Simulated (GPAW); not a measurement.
**RPBE/dzp (scalar-relativistic datasets) run of AlH2BrCl− (SMILES [Cl][AlH2-][Br])**

We compute ionisation energies of AlH2BrCl−. Input form: an ASE script.

The results are computed with GPAW 26.7.0.

5 further runs of the same task are left out: 3 that didn't finish, 2 set aside as unsound or not needed.

## 1. The system as given

AlH2BrCl− has 5 atoms, charge -1, and is taken as a singlet. As SMILES, `[Cl][AlH2-][Br]`. The shape comes from GFN2-xTB, which is rough for such elements, and wasn't checked as a minimum.

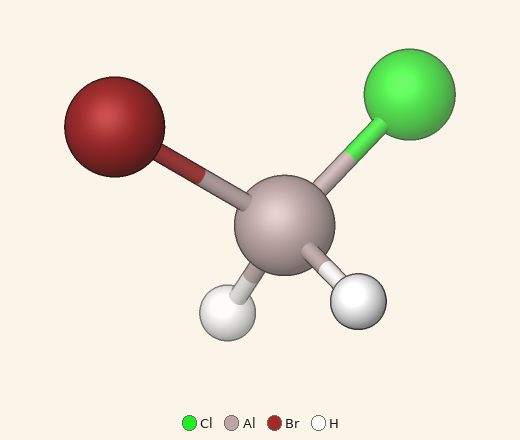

The structure, seen from a chosen angle (chlorine green, aluminium light grey, bromine red, hydrogen white).

## 2. Ionisation energies at RPBE/dzp (scalar-relativistic datasets)

ipea.py

```python
import numpy as np
from ase import Atoms
from ase.units import Bohr
from gpaw import GPAW

# Atomic positions
positions_bohr = np.array(
              [[ -3.213763,  -0.256852,   2.178325],
               [ -0.072225,   0.211914,  -0.184437],
               [  3.171206,  -2.537732,   0.819782],
               [ -0.885242,  -0.398694,  -2.998920],
               [  1.000024,   2.981383,   0.185250]])
molecule = Atoms('ClAlBrHH', positions=positions_bohr * Bohr)
molecule.center(vacuum=5.5)

energies = {}
for name, charge, unpaired in [('start', -1, 0), ('oxidised', 0, 1)]:
    molecule.set_initial_magnetic_moments([unpaired / len(molecule)] * len(molecule))
    calc = GPAW(mode='lcao',
                basis='dzp',
                h=0.22,
                symmetry='off',
                xc='RPBE',
                occupations={'name': 'fermi-dirac', 'width': 0.0, 'fixmagmom': unpaired > 0},
                maxiter=100,
                charge=charge,
                txt=f'{name}.txt')
    molecule.calc = calc
    energies[name] = molecule.get_potential_energy()
    print(f'{name:10} {energies[name]:12.5f} eV')

ip = energies['oxidised'] - energies['start']
print(f'Vertical IP = {ip:.3f} eV')
```

Command:

```sh
$ OMP_NUM_THREADS=1 python ipea.py
```

Q: Predict the results. Wanted: first ionisation energy.

Answer, from the run:

At RPBE/dzp (scalar-relativistic datasets):

| quantity | value |
| --- | --- |
| first ionisation energy | 3.85 eV |
